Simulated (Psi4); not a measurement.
**BPH3F3 (SMILES [BH3-][P+](F)(F)F): levels of theory compared**

Aim: a comparison of 4 runs (HF/3-21G, HSE06/6-31G*, TPSSh/6-31G*, B3LYP/6-31G*) of BPH3F3. 

Program for the calculation: Psi4 1.11.

2 further runs of the same task are left out: 2 set aside as unsound or not needed.

**1. The molecule**

The species is BPH3F3 (8 atoms), meant as a singlet with charge 0. SMILES: `[BH3-][P+](F)(F)F`. The P2–F5 distance was set to 2.313 Å, away from the relaxed value. At this shape a bond of the SMILES string is far longer than usual.

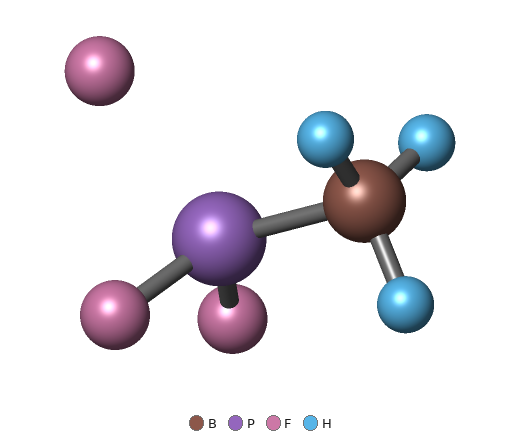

Viewed from a chosen angle; boron brown, phosphorus purple, fluorine pink, hydrogen blue.

**2. Energy and gradient at HF/3-21G (run 1)**

File input.json:

```json
{
 "schema_name": "qcschema_input",
 "schema_version": 1,
 "molecule": {
  "schema_name": "qcschema_molecule",
  "schema_version": 2,
  "symbols": ["B", "P", "F", "F", "F", "H", "H", "H"],
  "geometry": [-1.21258434, 1.97213897, 1.93548395, -0.95711227, -1.08976537, 0.32800732, -0.49201287, -3.4493341, 1.97412885, -3.24589186, -1.99630479, -1.2319049, 2.22755246, -1.57438753, -2.62717285, -2.99427482, 1.67016074, 3.3282499, -1.56431907, 3.4257541, 0.21254506, 0.80802421, 2.17248773, 2.97585377],
  "molecular_charge": 0,
  "molecular_multiplicity": 1,
  "fix_symmetry": "c1",
  "fix_com": true,
  "fix_orientation": true
 },
 "driver": "gradient",
 "model": {
  "method": "hf",
  "basis": "3-21G"
 },
 "keywords": {
  "puream": true,
  "e_convergence": 1e-09,
  "d_convergence": 1e-08,
  "scf_type": "pk"
 }
}
```

Run with:

```
psi4 --qcschema input.json -n 1 --memory 2200MB
```

stdout:

```text
[...]
  Running in c1 symmetry.
[...]
  Nuclear repulsion =  244.571821579032132
[...]
  Multiplicity = 1
[...]
  Nalpha       = 25
  Nbeta        = 25
[...]
    Number of basis functions: 55
[...]
   @RHF iter   1:  -661.66418861912609   -8.35630e-01   1.04587e-02 ADIIS/DIIS
[...]
   @RHF iter  14:  -661.86331991956945   -4.54747e-13   2.62721e-09 DIIS
[...]
    Orbital Energies [Eh]
    ---------------------
    Doubly Occupied:
       1A    -79.704503     2A    -26.290397     3A    -26.289727
       4A    -26.114005     5A     -7.752967     6A     -7.559998
       7A     -5.637069     8A     -5.636431     9A     -5.634684
      10A     -1.757673    11A     -1.710959    12A     -1.455176
      13A     -0.993507    14A     -0.850601    15A     -0.819345
      16A     -0.802651    17A     -0.758545    18A     -0.750045
      19A     -0.732866    20A     -0.589617    21A     -0.570149
      22A     -0.567190    23A     -0.518113    24A     -0.513087
      25A     -0.478467
[...]
  @RHF Final Energy:  -661.86331991956945
   => Energetics <=
    Nuclear Repulsion Energy =            244.5718215790321324
    One-Electron Energy =               -1403.8947329204470407
    Two-Electron Energy =                 497.4595914218455164
    Total Energy =                       -661.8633199195694488
[...]
 Multipole Moments:
 ------------------------------------------------------------------------------------
     Multipole            Electronic (a.u.)      Nuclear  (a.u.)        Total (a.u.)
 ------------------------------------------------------------------------------------
 L = 1.  Multiply by 2.5417464519 to convert [e a0] to [Debye]
 Dipole X            :         37.0654343          -37.7633459           -0.6979115
 Dipole Y            :         62.1903829          -62.3976209           -0.2072380
 Dipole Z            :         -3.6442580            4.1496382            0.5053802
 Magnitude           :                                                    0.8862490
[...]
  -Total Gradient:
     Atom            X                  Y                   Z
    ------   -----------------  -----------------  -----------------
       1       -0.011121197567    -0.038042241693    -0.007704633859
       2       -0.097205804244    -0.013732343898     0.077286252763
       3       -0.013116151334     0.042118015260    -0.018675529535
       4        0.030226207906     0.019245357833     0.031786127486
       5        0.086478962561    -0.008816165321    -0.078278851052
       6       -0.001619595404     0.003398627280     0.002932865889
       7       -0.000947488543     0.000096253503    -0.008479693824
       8        0.007305066625    -0.004267502967     0.001133462134
[...]
```

The result, in JSON:

```text
{
 "driver": "gradient",
 "model": {
  "method": "hf",
  "basis": "3-21G"
 },
 "success": true,
 "return_result": [-0.011121197566931296, -0.038042241693072805, -0.00770463385926504, -0.09720580424409467, -0.013732343898318122, 0.07728625276293662, -0.013116151333698069, 0.04211801526010814, -0.01867552953515139, 0.030226207906159097, 0.01924535783313873, 0.031786127485639026, 0.08647896256088639, -0.008816165320734697, -0.07827885105189422, -0.0016195954037885596, 0.0033986272798501513, 0.0029328658887542713, -0.0009474885434513428, 9.625350280800804e-05, -0.008479693823610107, 0.0073050666250176755, -0.004267502966518499, 0.0011334621339913198],
 "properties": {
  "calcinfo_nbasis": 55,
  "calcinfo_nmo": 55,
  "calcinfo_nalpha": 25,
  "calcinfo_nbeta": 25,
  "calcinfo_natom": 8,
  "nuclear_repulsion_energy": 244.57182157903213,
  "return_energy": -661.8633199195694,
  "return_gradient": [-0.011121197566931296, -0.038042241693072805, -0.00770463385926504, -0.09720580424409467, -0.013732343898318122, 0.07728625276293662, -0.013116151333698069, 0.04211801526010814, -0.01867552953515139, 0.030226207906159097, 0.01924535783313873, 0.031786127485639026, 0.08647896256088639, -0.008816165320734697, -0.07827885105189422, -0.0016195954037885596, 0.0033986272798501513, 0.0029328658887542713, -0.0009474885434513428, 9.625350280800804e-05, -0.008479693823610107, 0.0073050666250176755, -0.004267502966518499, 0.0011334621339913198],
  "scf_one_electron_energy": -1403.894732920447,
  "scf_two_electron_energy": 497.4595914218455,
  "scf_dipole_moment": [-0.6979115440591173, -0.20723798275719219, 0.505380212701255],
  "scf_total_energy": -661.8633199195694,
  "scf_total_gradient": [-0.011121197566931296, -0.038042241693072805, -0.00770463385926504, -0.09720580424409467, -0.013732343898318122, 0.07728625276293662, -0.013116151333698069, 0.04211801526010814, -0.01867552953515139, 0.030226207906159097, 0.01924535783313873, 0.031786127485639026, 0.08647896256088639, -0.008816165320734697, -0.07827885105189422, -0.0016195954037885596, 0.0033986272798501513, 0.0029328658887542713, -0.0009474885434513428, 9.625350280800804e-05, -0.008479693823610107, 0.0073050666250176755, -0.004267502966518499, 0.0011334621339913198],
  "scf_iterations": 14
 }
}
```

Wall time 3.6 s (1 thread of Intel Xeon Platinum 8259CL at 2.50GHz (Skylake/Cascade Lake), shared host); peak memory 0.2 GiB.

**3. Energy and forces at HSE06/6-31G(d) (spherical functions) (run 2)**

File calc.dat:

```
memory 2200 mb

molecule mol {
  B
  P 1 r2
  F 2 r3 1 a3
  F 2 r4 3 a4 1 d4
  F 2 r5 3 a5 4 d5
  H 1 r6 2 a6 3 d6
  H 1 r7 6 a7 2 d7
  H 1 r8 7 a8 6 d8

  r2 = 1.834994
  r3 = 1.542222
  a3 = 117.6987
  r4 = 1.542227
  a4 = 100.12586
  d4 = -128.84125
  r5 = 2.3133
  a5 = 100.126
  d5 = -102.31651
  r6 = 1.207337
  a6 = 102.92326
  d6 = -60.01517
  r7 = 1.207317
  a7 = 115.14661
  d7 = 111.18907
  r8 = 1.207332
  a8 = 115.14737
  d8 = -137.6349
  symmetry c1
  no_reorient
  no_com
}

set basis 6-31G*
set reference rks
set puream true
set e_convergence 1e-09
set d_convergence 1e-08
set scf_type pk
set dft_radial_points 99
set dft_spherical_points 590

energy_value, wavefunction = gradient('hse06', return_wfn=True)
oeprop(wavefunction, 'MAYER_INDICES', 'DIPOLE', 'QUADRUPOLE', title='HSE06')
```

Run with:

```
psi4 -n 1 calc.dat calc.out
```

calc.out, cut to the lines that bear on the results:

```text
[...]
  Running in c1 symmetry.
[...]
  Nuclear repulsion =  244.571848191803156
[...]
  Multiplicity = 1
[...]
  Nalpha       = 25
  Nbeta        = 25
[...]
    Number of basis functions: 80
[...]
   @RKS iter   1:  -666.80786493668472   -2.95529e-01   8.68846e-03 ADIIS/DIIS
[...]
   @RKS iter  12:  -667.05518798843002   -1.26192e-11   8.80371e-09 DIIS
[...]
    Orbital Energies [Eh]
    ---------------------
    Doubly Occupied:
       1A    -77.458147     2A    -24.877134     3A    -24.877108
       4A    -24.713851     5A     -6.823758     6A     -6.756404
       7A     -4.961029     8A     -4.959573     9A     -4.955199
      10A     -1.352414    11A     -1.314434    12A     -1.081198
      13A     -0.746048    14A     -0.621747    15A     -0.619991
      16A     -0.575974    17A     -0.542977    18A     -0.526729
      19A     -0.509694    20A     -0.426938    21A     -0.369031
      22A     -0.364735    23A     -0.351997    24A     -0.336085
      25A     -0.335528
[...]
  @RKS Final Energy:  -667.05518798843002
   => Energetics <=
    Nuclear Repulsion Energy =            244.5718481918031557
    One-Electron Energy =               -1409.5555118901463629
    Two-Electron Energy =                 543.6719558995259831
    DFT Exchange-Correlation Energy =     -45.7434801896128249
    Empirical Dispersion Energy =           0.0000000000000000
    VV10 Nonlocal Energy =                  0.0000000000000000
    Total Energy =                       -667.0551879884300206
[...]
  -Total Gradient:
     Atom            X                  Y                   Z
    ------   -----------------  -----------------  -----------------
       1        0.012398872698    -0.007150812934     0.014622390805
       2        0.066179344992    -0.038209265707    -0.033094132403
       3        0.004580955634     0.009649600135    -0.008862094574
       4       -0.006064019437    -0.008791504860    -0.008861826919
       5       -0.072501532130     0.041856616960     0.041778388936
       6       -0.003462337966     0.001995801069    -0.006775181531
       7        0.000067908198     0.001406251327     0.000648223676
       8       -0.001182843942    -0.000766340199     0.000647253924
[...]
 Multipole Moments:
 ------------------------------------------------------------------------------------
     Multipole            Electronic (a.u.)      Nuclear  (a.u.)        Total (a.u.)
[...]
```

It took 69 s on 1 thread of Intel Xeon Platinum 8259CL at 2.50GHz (Skylake/Cascade Lake), shared host; peak memory 1.1 GiB.

Run 3 isn't shown in full; the table further down has it.

**4. Energy and gradient at B3LYP/6-31G(d) (Cartesian functions) (run 4)**

File input.dat:

```
memory 2200 mb

molecule {
  0 1
  B
  P 1 1.834994
  F 2 1.542222 1 117.6987
  F 2 1.542227 3 100.12586 1 -128.84125
  F 2 2.3133 3 100.126 4 -102.31651
  H 1 1.207337 2 102.92326 3 -60.01517
  H 1 1.207317 6 115.14661 2 111.18907
  H 1 1.207332 7 115.14737 6 -137.6349
  units angstrom
  symmetry c1
}

set puream false
set e_convergence 1e-09
set d_convergence 1e-08
set scf_type pk
set dft_radial_points 99
set dft_spherical_points 590

E, wfn = gradient('b3lyp/6-31G*', return_wfn=True)
oeprop(wfn, 'WIBERG_LOWDIN_INDICES', 'MAYER_INDICES', 'DIPOLE', title='B3LYP')
```

Run with:

```
psi4 -n 1 input.dat output.dat
```

output.dat, cut to the lines that bear on the results:

```text
[...]
  Running in c1 symmetry.
[...]
  Nuclear repulsion =  244.571848191803156
[...]
  Multiplicity = 1
[...]
  Nalpha       = 25
  Nbeta        = 25
[...]
    Number of basis functions: 85
[...]
   @RKS iter   1:  -667.22291143561722   -3.10071e-01   8.59901e-03 ADIIS/DIIS
[...]
   @RKS iter  13:  -667.48910738353231   -1.25056e-12   3.88856e-09 DIIS
[...]
  @RKS Final Energy:  -667.48910738353231
   => Energetics <=
    Nuclear Repulsion Energy =            244.5718481918031557
    One-Electron Energy =               -1409.5965087728043272
    Two-Electron Energy =                 545.8077837807359174
    DFT Exchange-Correlation Energy =     -48.2722305832670102
    Empirical Dispersion Energy =           0.0000000000000000
    VV10 Nonlocal Energy =                  0.0000000000000000
    Total Energy =                       -667.4891073835323141
[...]
  -Total Gradient:
     Atom            X                  Y                   Z
    ------   -----------------  -----------------  -----------------
       1        0.012366493815    -0.007131550058     0.020585977030
       2        0.066962575461    -0.038662014499    -0.034586341708
       3        0.004482991607     0.013809636463    -0.010400062986
       4       -0.009715588826    -0.010786526880    -0.010400253138
       5       -0.069392294156     0.040061589258     0.040291896037
       6       -0.002604220213     0.001500564257    -0.006676373004
       7        0.000018663295     0.002442139648     0.000622760954
       8       -0.002104089747    -0.001242442006     0.000622311352
[...]
 Multipole Moments:
 ------------------------------------------------------------------------------------
     Multipole            Electronic (a.u.)      Nuclear  (a.u.)        Total (a.u.)
 ------------------------------------------------------------------------------------
 L = 1.  Multiply by 2.5417464519 to convert [e a0] to [Debye]
 Dipole X            :          0.5980169            0.3494677            0.9474847
 Dipole Y            :         -0.3451216           -0.2018290           -0.5469506
 Dipole Z            :          6.0411904           -6.1463388           -0.1051485
 Magnitude           :                                                    1.0990625
[...]
```

It took 31 s on 1 thread of Intel Xeon Platinum 8259CL at 2.50GHz (Skylake/Cascade Lake), shared host; peak memory 1.2 GiB.

**5. All runs side by side**

| run | level | integration grid | task | energy (Eh) | dipole moment (D) | HOMO energy (eV) | LUMO energy (eV) | wall time |
| --- | --- | --- | --- | --- | --- | --- | --- | --- |
| 1 | HF/3-21G | – | gradient | -661.863320 | 2.25 | -13.02 | -0.93 | 3.6 s |
| 2 | HSE06/6-31G* (spherical functions) | 99 radial × 590 angular | gradient | -667.055188 | 2.84 | -9.13 | -4.36 | 69 s |
| 3 | TPSSh/6-31G* (spherical functions) | 99 radial × 590 angular | energy | -667.480919 | 2.75 | -8.42 | -4.39 | 58 s |
| 4 | B3LYP/6-31G* (Cartesian functions) | 99 radial × 590 angular | gradient | -667.489107 | 2.79 | -9.15 | -4.14 | 31 s |

**6. What came out**

| quantity | value |
| --- | --- |
| run 4: total energy | -667.48911 Eh |
| run 4: dipole moment | 2.79 D |
| run 4: HOMO energy | -9.15 eV |
| run 4: LUMO energy | -4.14 eV |
| run 4: HOMO–LUMO gap | 5.01 eV |
| run 4: largest force on an atom | 4.612 eV/Å |

What this shows: The dipole moment (its size) runs from 2.25 D (HF/3-21G) to 2.84 D (HSE06/6-31G*). The two ends differ in method and basis. The HOMO–LUMO gap runs from 4.03 eV (TPSSh/6-31G*) to 12.09 eV (HF/3-21G). Totals of different functionals can't be ranked against each other. All runs together took 2.7 min, the longest 69 s.
